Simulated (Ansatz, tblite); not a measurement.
**The cluster Ga4As4−: spin states and exact exchange**

Aim: set other spin states of the cluster Ga4As4− against its doublet, on many levels of theory.

Method: as each input shows; program: Ansatz 0.2.0, Gaussian basis.

Levels to be run: quartet, relaxed (GFN1-xTB, PBE0-D4/def2-SVP, PBE-D4/def2-SVP, r2SCAN-D4/def2-SVP, revPBE-D4/def2-SVP, BHLYP-D4/def2-SVP, HF/STO-3G); the doublet's energies come from earlier runs.

8 further runs of the same task are left out: 4 that didn't finish, 4 set aside as unsound or not needed.

### Step 1. The geometry

The geometry is that of the doublet, from an earlier relaxation (r2SCAN-D4/def2-SVP). At that level it is the lowest of the isomers that a small search found.

8 atoms, charge -1, spin multiplicity 2.

Atoms are counted from 1 here; the program's logs count them from 0.

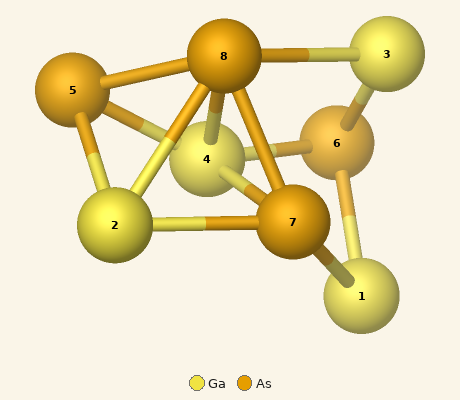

The structure; gallium yellow, arsenic amber; atoms are numbered from 1 in the order of the file.

The ion is computed in the gas phase, without counter-ions or solvent.

### Step 2. Relaxing the quartet

Contents of in.yaml:

```yaml
crystal:
  periodic: [false, false, false]
  atoms:
    - {symbol: Ga, position_ang: [0.031408, 2.584361, 0.936900]}
    - {symbol: Ga, position_ang: [0.532620, -0.173102, -2.759602]}
    - {symbol: Ga, position_ang: [0.818803, -0.625686, 2.189899]}
    - {symbol: Ga, position_ang: [-1.089068, 0.076545, -0.038886]}
    - {symbol: As, position_ang: [-1.264295, -1.693645, -1.632766]}
    - {symbol: As, position_ang: [-1.344623, 0.827246, 2.191832]}
    - {symbol: As, position_ang: [1.389157, 0.749624, -0.503248]}
    - {symbol: As, position_ang: [0.925998, -1.745343, -0.384139]}
basis:
  gaussian: {orbitals: def2-SVP}
total_charge: -1
magnetization: {spin_polarized: true, initial_magnetization: 3}
hamiltonian: {xc: r2scan, dispersion: d4}
scf: {lower_state_search: "off"}
output: {orbitals: {seedname: orbitals}}
relax: {f_tol: 0.03, max_steps: 70}
```

Started as:

```console
$ ansatz run in.yaml --threads 6 --pin off --events-out ev --progress --plain --max-ram 7833MiB
```

The program printed (excerpt; [...] marks lines left out):

```text
Functional definition: r2SCAN
  name "r2SCAN"
  cite "Furness, Kaplan, Ning, Perdew & Sun, J. Phys. Chem. Lett. 11, 8208 (2020) doi:10.1021/acs.jpclett.0c02405"
  cite "Furness, Kaplan, Ning, Perdew & Sun, J. Phys. Chem. Lett. 11, 9248 (2020) doi:10.1021/acs.jpclett.0c03077"
  parent r2scan
[...]
2872 factors; their error is unknown
[...]
mean field -452825.66737275 eV, -16641.0363396870 hartree, gradient 3.5e-6 eV, S^2 3.787069; 0 other end points of the search recorded, 0 dependent functions left out
[...]
reference -452825.66738914 eV, -16641.0363402895 hartree; 130, 127 occupied and 126, 129 virtual orbitals, 2872 factors
relax step   1: F+E_penalty+E_count = -452825.83568804 eV  Δ(F+E_penalty+E_count) = +0.000e0 eV  max|allowed force component| = 8.194e-1 eV/Å  Δτ_max = 0.0000 Å  (66 SCF iters, accepted)
[...]
relax step   7: F+E_penalty+E_count = -452826.67739256 eV  Δ(F+E_penalty+E_count) = -3.027e-2 eV  max|allowed force component| = 1.528e-1 eV/Å  Δτ_max = 0.1254 Å  (34 SCF iters, accepted)
[...]
relax step  13: F+E_penalty+E_count = -452827.01731305 eV  Δ(F+E_penalty+E_count) = -3.047e-2 eV  max|allowed force component| = 1.404e-1 eV/Å  Δτ_max = 0.1286 Å  (36 SCF iters, accepted)
[...]
relax step  19: F+E_penalty+E_count = -452827.08572748 eV  Δ(F+E_penalty+E_count) = -1.139e-2 eV  max|allowed force component| = 9.621e-2 eV/Å  Δτ_max = 0.1081 Å  (32 SCF iters, accepted)
[...]
relax step  23: F+E_penalty+E_count = -452827.10449582 eV  Δ(F+E_penalty+E_count) = +1.706e-3 eV  max|allowed force component| = 1.008e-1 eV/Å  Δτ_max = 0.0326 Å  (28 SCF iters, rejected (line search))
[...]
relax step  24: F+E_penalty+E_count = -452827.10775761 eV  Δ(F+E_penalty+E_count) = -1.555e-3 eV  max|allowed force component| = 1.107e-2 eV/Å  Δτ_max = 0.0159 Å  (29 SCF iters, accepted)
Total energy: -452827.10777306 eV, -16641.0892734223 hartree
Atom 0 at     0.175646     1.974755     0.247229 Å, force     0.000924     0.000572    -0.003700 eV/Å
Atom 1 at     0.222788     0.634455    -2.092776 Å, force     0.003916     0.006378    -0.009566 eV/Å
Atom 2 at     0.879417    -0.319154     2.074468 Å, force     0.001243    -0.004047     0.000801 eV/Å
Atom 3 at    -1.611226    -0.509151     0.240193 Å, force     0.000709    -0.003855    -0.005938 eV/Å
Atom 4 at    -1.140956    -1.462691    -1.900708 Å, force    -0.011075     0.001259     0.002375 eV/Å
Atom 5 at    -1.377144     1.140167     1.939019 Å, force    -0.004705     0.000500     0.006149 eV/Å
Atom 6 at     2.099041     0.340741    -0.255205 Å, force     0.004223     0.004318     0.000506 eV/Å
Atom 7 at     0.752434    -1.799122    -0.252230 Å, force     0.004764    -0.005126     0.009372 eV/Å
Dipole moment:    -0.142037    -0.027010    -0.140792 e Å
Checks for a lower state left out: stability, starts, cluster_reference, orbital_swaps, neighbouring_geometries, increment
```

It took 3.8 min on 6 threads of Intel Xeon Platinum 8488C, shared host; peak memory 0.94 GiB.

The steps of the relaxation: (the energy doesn't fall at every step)

```
step  energy from step 1 (eV)  largest force component (eV/Å)
   1                   0.0000                          0.8194
   2                  -0.4120                          0.5985
   3                  -0.6040                          0.7098
   4                  -0.7086                          0.3023
   5                  -0.7889                          0.2002
   6                  -0.8114                          0.1399
   7                  -0.8417                          0.1528
   8                  -0.8833                          0.3042
   9                  -0.9595                          0.3434
  10                  -1.0562                          0.3733
  11                  -1.0954                          0.4352
  12                  -1.1512                          0.2191
  13                  -1.1816                          0.1404
  14                  -1.1884                          0.3175
  15                  -1.2003                          0.1297
  16                  -1.2186                          0.0999
  17                  -1.2299                          0.1103
  18                  -1.2386                          0.1075
  19                  -1.2500                          0.0962
  20                  -1.2611                          0.1405
  21                  -1.2673                          0.0923
  22                  -1.2705                          0.0756
  23                  -1.2688                          0.1008
  24                  -1.2721                          0.0111
```

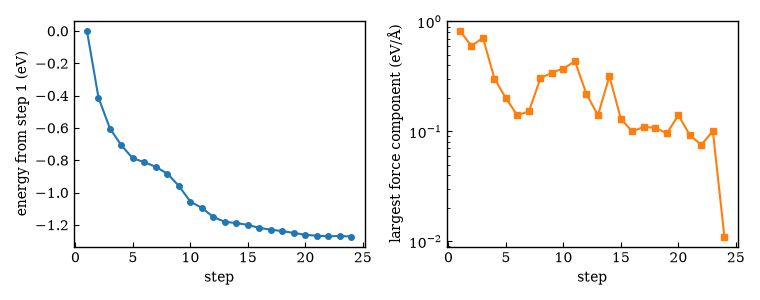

Energy and force, step by step.

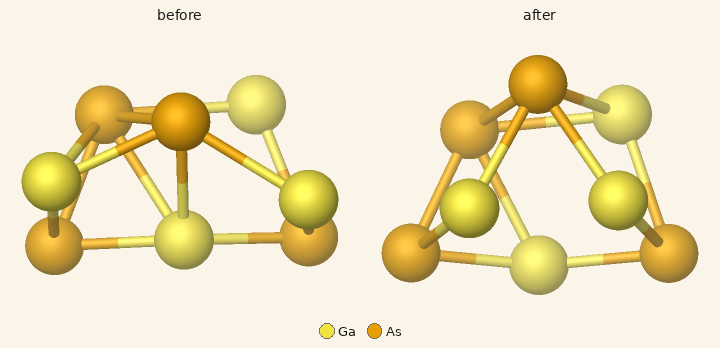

The geometry before (left) and after (right).

Distances of close pairs at the start and the end, largest changes first:

| bond | before (Å) | after (Å) | change (Å) |
| --- | --- | --- | --- |
| Ga1–Ga2 | 4.639 | 2.697 | -1.942 |
| Ga4–As7 | 2.610 | 3.838 | +1.229 |
| Ga3–As7 | 3.077 | 2.711 | -0.366 |
| Ga2–As8 | 2.876 | 3.097 | +0.221 |
| Ga1–As7 | 2.699 | 2.573 | -0.126 |
| Ga1–As6 | 2.560 | 2.443 | -0.117 |
| Ga2–As5 | 2.610 | 2.509 | -0.101 |
| Ga3–As6 | 2.606 | 2.691 | +0.085 |

Contacts that opened: Ga4–As7 2.61 to 3.84 Å.

### Step 3. Quartet, GFN1-xTB

Tight binding, by tblite at 300 K electronic temperature and without a spin-polarisation term:

```python
tblite.interface.Calculator('GFN1-xTB', numbers, positions, charge=-1, uhf=3).singlepoint()
```

Energy -405.9030 eV; 0.042 s.

### Step 4. Quartet, PBE0-D4/def2-SVP

start.molden holds the orbitals of an earlier run on this state, given as this run's starting guess.

Contents of in.yaml:

```yaml
crystal:
  periodic: [false, false, false]
  atoms:
    - {symbol: Ga, position_ang: [0.175646, 1.974755, 0.247229]}
    - {symbol: Ga, position_ang: [0.222788, 0.634455, -2.092776]}
    - {symbol: Ga, position_ang: [0.879417, -0.319154, 2.074468]}
    - {symbol: Ga, position_ang: [-1.611226, -0.509151, 0.240193]}
    - {symbol: As, position_ang: [-1.140956, -1.462691, -1.900708]}
    - {symbol: As, position_ang: [-1.377144, 1.140167, 1.939019]}
    - {symbol: As, position_ang: [2.099041, 0.340741, -0.255205]}
    - {symbol: As, position_ang: [0.752434, -1.799122, -0.252230]}
basis:
  gaussian: {orbitals: def2-SVP, initial_orbitals: start.molden}
total_charge: -1
magnetization: {spin_polarized: true, initial_magnetization: 3}
hamiltonian: {xc: pbe0, dispersion: d4}
scf: {omitted_lower_state_checks: [starts]}
output: {orbitals: {seedname: orbitals}}
```

The command is unchanged.

The program printed:

```text
Functional definition: PBE0
  name "PBE0"
  cite "Adamo & Barone, J. Chem. Phys. 110, 6158 (1999) doi:10.1063/1.478522"
  cite "Perdew, Burke & Ernzerhof, Phys. Rev. Lett. 77, 3865 (1996) doi:10.1103/PhysRevLett.77.3865"
  parent pbe
  parameter a = 0.25
  parameter kappa = 0.804
  parameter beta = 0.06672455060314922
  exchange = (1 - a)*pbe_x(kappa = kappa, mu = beta*pi^2/3) + a*exact_x
  correlation = pbe_c(beta = beta)
these checks for a lower state are left out or cut short: starts
2540 factors; integrals over basis functions are off by at most 4.3e-4 eV
mean field evaluation 1: about -452770.6597 eV, gradient 6.1e0 eV
mean field evaluation 2: about -452770.8260 eV, gradient 2.0e-1 eV
mean field evaluation 4: about -452770.8452 eV, gradient 3.3e-3 eV
mean field -452770.84520659 eV, -16639.0216622407 hartree, gradient 2.1e-5 eV, S^2 3.769875; 0 other end points of the search recorded, 0 dependent functions left out
reference -452770.84523584 eV, -16639.0216633155 hartree; 130, 127 occupied and 126, 129 virtual orbitals, 2540 factors
Total energy: -452771.63477915 eV, -16639.0506784971 hartree
Checks for a lower state left out: starts
```

It took 18 s on 6 threads of Intel Xeon Platinum 8488C, shared host; peak memory 2.1 GiB.

Report: HOMO -1.31 eV, LUMO 0.49 eV (over both spins); ⟨S²⟩ 3.770 (pure: 3.75).

### Step 5. Quartet, PBE-D4/def2-SVP

Edit in.yaml of step 4 so:

```diff
@@ -15,3 +15,3 @@
 magnetization: {spin_polarized: true, initial_magnetization: 3}
-hamiltonian: {xc: pbe0, dispersion: d4}
+hamiltonian: {xc: pbe, dispersion: d4}
 scf: {omitted_lower_state_checks: [starts]}
```

Launched as before.

The program printed:

```text
Functional definition: PBE
  name "PBE"
  cite "Perdew, Burke & Ernzerhof, Phys. Rev. Lett. 77, 3865 (1996) doi:10.1103/PhysRevLett.77.3865"
  parent pbe
  parameter kappa = 0.804
  parameter beta = 0.06672455060314922
  exchange = pbe_x(kappa = kappa, mu = beta*pi^2/3)
  correlation = pbe_c(beta = beta)
these checks for a lower state are left out or cut short: starts
2872 factors; their error is unknown
mean field evaluation 1: about -452760.0343 eV, gradient 9.2e0 eV
mean field evaluation 2: about -452760.3515 eV, gradient 3.3e-1 eV
mean field evaluation 4: about -452760.1388 eV, gradient 4.6e-2 eV
mean field -452760.13881001 eV, -16638.6282094235 hartree, gradient 4.6e-5 eV, S^2 3.757874; 0 other end points of the search recorded, 0 dependent functions left out
reference -452760.13884888 eV, -16638.6282108518 hartree; 130, 127 occupied and 126, 129 virtual orbitals, 2872 factors
Total energy: -452761.04469880 eV, -16638.6615002224 hartree
Checks for a lower state left out: starts
```

Run time: 5.5 s. Hardware: 6 threads of Intel Xeon Platinum 8488C, shared host; peak memory 0.86 GiB.

From the report: HOMO -0.49 eV, LUMO -0.07 eV (over both spins); ⟨S²⟩ 3.758 (pure: 3.75).

### Step 6. Quartet, r2SCAN-D4/def2-SVP

Edit in.yaml of step 5 so:

```diff
@@ -15,3 +15,3 @@
 magnetization: {spin_polarized: true, initial_magnetization: 3}
-hamiltonian: {xc: pbe, dispersion: d4}
+hamiltonian: {xc: r2scan, dispersion: d4}
 scf: {omitted_lower_state_checks: [starts]}
```

Same command.

The program printed:

```text
Functional definition: r2SCAN
  name "r2SCAN"
  cite "Furness, Kaplan, Ning, Perdew & Sun, J. Phys. Chem. Lett. 11, 8208 (2020) doi:10.1021/acs.jpclett.0c02405"
  cite "Furness, Kaplan, Ning, Perdew & Sun, J. Phys. Chem. Lett. 11, 9248 (2020) doi:10.1021/acs.jpclett.0c03077"
  parent r2scan
  parameter k0 = 0.174
  parameter k1 = 0.065
  parameter a1 = 4.9479
  exchange = r2scan_x(k0 = k0, k1 = k1, a1 = a1)
  correlation = r2scan_c
these checks for a lower state are left out or cut short: starts
2872 factors; their error is unknown
mean field evaluation 1: about -452826.9979 eV, gradient 6.0e0 eV
mean field evaluation 2: about -452827.1607 eV, gradient 1.5e-1 eV
mean field evaluation 4: about -452826.9353 eV, gradient 2.6e-3 eV
mean field -452826.93532045 eV, -16641.0829359057 hartree, gradient 1.5e-5 eV, S^2 3.774623; 0 other end points of the search recorded, 0 dependent functions left out
reference -452826.93533590 eV, -16641.0829364734 hartree; 130, 127 occupied and 126, 129 virtual orbitals, 2872 factors
Total energy: -452827.10780624 eV, -16641.0892746416 hartree
Checks for a lower state left out: starts
```

It took 15 s on 6 threads of Intel Xeon Platinum 8488C, shared host; peak memory 0.98 GiB.

From the report: HOMO -0.81 eV, LUMO 0.02 eV (over both spins); ⟨S²⟩ 3.775 (pure: 3.75).

### Step 7. Quartet, revPBE-D4/def2-SVP

Edit in.yaml of step 6 so:

```diff
@@ -15,3 +15,3 @@
 magnetization: {spin_polarized: true, initial_magnetization: 3}
-hamiltonian: {xc: r2scan, dispersion: d4}
+hamiltonian: {xc: {name: revPBE}, dispersion: d4}
 scf: {omitted_lower_state_checks: [starts]}
```

The command is unchanged.

The program printed:

```text
Functional definition: revPBE
  name "revPBE"
  cite "Zhang & Yang, Phys. Rev. Lett. 80, 890 (1998) doi:10.1103/PhysRevLett.80.890"
  cite "Perdew, Burke & Ernzerhof, Phys. Rev. Lett. 77, 3865 (1996) doi:10.1103/PhysRevLett.77.3865"
  parameter kappa = 1.245
  parameter beta = 0.06672455060314922
  exchange = pbe_x(kappa = kappa, mu = beta*pi^2/3)
  correlation = pbe_c(beta = beta)
these checks for a lower state are left out or cut short: starts
2872 factors; their error is unknown
mean field evaluation 1: about -452793.0277 eV, gradient 7.9e0 eV
mean field evaluation 2: about -452793.2820 eV, gradient 2.6e-1 eV
mean field evaluation 4: about -452793.0674 eV, gradient 1.3e-2 eV
mean field -452793.06738254 eV, -16639.8383121442 hartree, gradient 1.9e-5 eV, S^2 3.759624; 0 other end points of the search recorded, 0 dependent functions left out
reference -452793.06743093 eV, -16639.8383139222 hartree; 130, 127 occupied and 126, 129 virtual orbitals, 2872 factors
Total energy: -452794.70239619 eV, -16639.8983977874 hartree
Checks for a lower state left out: starts
```

It took 5.5 s on 6 threads of Intel Xeon Platinum 8488C, shared host; peak memory 0.86 GiB.

HOMO -0.46 eV, LUMO 0.03 eV (over both spins); ⟨S²⟩ 3.760 (pure: 3.75).

### Step 8. Quartet, BHLYP-D4/def2-SVP

Edit in.yaml of step 7 so:

```diff
@@ -15,3 +15,3 @@
 magnetization: {spin_polarized: true, initial_magnetization: 3}
-hamiltonian: {xc: {name: revPBE}, dispersion: d4}
+hamiltonian: {xc: {name: BHLYP}, dispersion: d4}
 scf: {omitted_lower_state_checks: [starts]}
```

The command is unchanged.

The program printed:

```text
Functional definition: BHLYP
  name "BHLYP"
  cite "Becke, J. Chem. Phys. 98, 1372 (1993) doi:10.1063/1.464304"
  cite "Becke, Phys. Rev. A 38, 3098 (1988) doi:10.1103/PhysRevA.38.3098"
  cite "Lee, Yang & Parr, Phys. Rev. B 37, 785 (1988) doi:10.1103/PhysRevB.37.785"
  parameter a = 0.5
  exchange = (1 - a)*b88_x + a*exact_x
  correlation = lyp_c
these checks for a lower state are left out or cut short: starts
2540 factors; integrals over basis functions are off by at most 4.3e-4 eV
mean field evaluation 1: about -452821.1053 eV, gradient 7.4e0 eV
mean field evaluation 2: about -452821.3171 eV, gradient 2.7e-1 eV
mean field evaluation 4: about -452821.3595 eV, gradient 1.5e-2 eV
mean field -452821.35950972 eV, -16640.8780286410 hartree, gradient 4.1e-5 eV, S^2 3.780481; 0 other end points of the search recorded, 0 dependent functions left out
reference -452821.35968935 eV, -16640.8780352420 hartree; 130, 127 occupied and 126, 129 virtual orbitals, 2540 factors
Total energy: -452823.11556957 eV, -16640.9425626500 hartree
Checks for a lower state left out: starts
```

Wall time 20 s (6 threads of Intel Xeon Platinum 8488C, shared host); peak memory 2.2 GiB.

From the report: HOMO -1.75 eV, LUMO 1.20 eV (over both spins); ⟨S²⟩ 3.780 (pure: 3.75).

### Step 9. Quartet, HF/STO-3G

Edit in.yaml of step 8 so:

```diff
@@ -12,6 +12,6 @@
 basis:
-  gaussian: {orbitals: def2-SVP, initial_orbitals: start.molden}
+  gaussian: {orbitals: STO-3G}
 total_charge: -1
 magnetization: {spin_polarized: true, initial_magnetization: 3}
-hamiltonian: {xc: {name: BHLYP}, dispersion: d4}
+hamiltonian: {xc: hf}
 scf: {omitted_lower_state_checks: [starts]}
```

The command is unchanged.

The program printed:

```text
Functional definition: HF
  name "HF"
  cite "Fock, Z. Phys. 61, 126 (1930) doi:10.1007/BF01340294"
  parent pbe
  exchange = exact_x
  correlation = 0
these checks for a lower state are left out or cut short: starts
1444 factors; integrals over basis functions are off by at most 1.1e-4 eV
mean field evaluation 1: about -447370.8310 eV, gradient 1.6e1 eV
mean field evaluation 2: about -447370.8961 eV, gradient 1.6e1 eV
mean field evaluation 4: about -447375.0971 eV, gradient 4.7e0 eV
mean field evaluation 8: about -447375.4230 eV, gradient 2.8e0 eV
mean field evaluation 16: about -447390.1412 eV, gradient 1.5e0 eV
mean field evaluation 32: about -447390.3217 eV, gradient 2.6e-5 eV
mean field -447390.32171353 eV, -16441.2910709203 hartree, gradient 9.1e-6 eV, S^2 5.966836; 0 other end points of the search recorded, 0 dependent functions left out
reference -447390.32171353 eV, -16441.2910709203 hartree; 130, 127 occupied and 14, 17 virtual orbitals, 1444 factors
Total energy: -447390.32171353 eV, -16441.2910709203 hartree
Checks for a lower state left out: starts
```

Wall time 66 s (6 threads of Intel Xeon Platinum 8488C, shared host); peak memory 3 GiB.

HOMO 1.32 eV, LUMO 5.53 eV (over both spins); ⟨S²⟩ 5.967 (pure: 3.75). Doubts: spin contamination, highest occupied level lies above zero.

### Step 10. Quartet less doublet

The doublet's energies are those of its earlier runs, whose logs aren't repeated here.

```
             level  quartet less doublet (eV)     time
        HF/STO-3G†                     +0.254  2.4 min
   PBE-D4/def2-SVP                     +0.803     11 s
revPBE-D4/def2-SVP                     +0.796     11 s
r2SCAN-D4/def2-SVP                     +0.615     31 s
  PBE0-D4/def2-SVP                     +0.709     37 s
 BHLYP-D4/def2-SVP                     +0.835     41 s
```

Times add the two runs; a level without a time comes out of a correlated run. † marks a level with a doubtful state (flagged, unstable, out of aufbau order, or strongly spin-contaminated); such levels are left out of the summary.

### Step 11. Results

```
                                     quantity                                       value
quartet less doublet, functionals in def2-SVP  +0.615 (r2SCAN-D4) to +0.835 eV (BHLYP-D4)
```

All functionals put the quartet above the doublet, over a spread of 0.220 eV. The checks for a lower quartet were left out, so another state of that spin may lie lower. The quartet relaxed to other bonds than the doublet, so that splitting holds a change of structure too. These are electronic energies, without zero-point motion, entropy or surroundings.
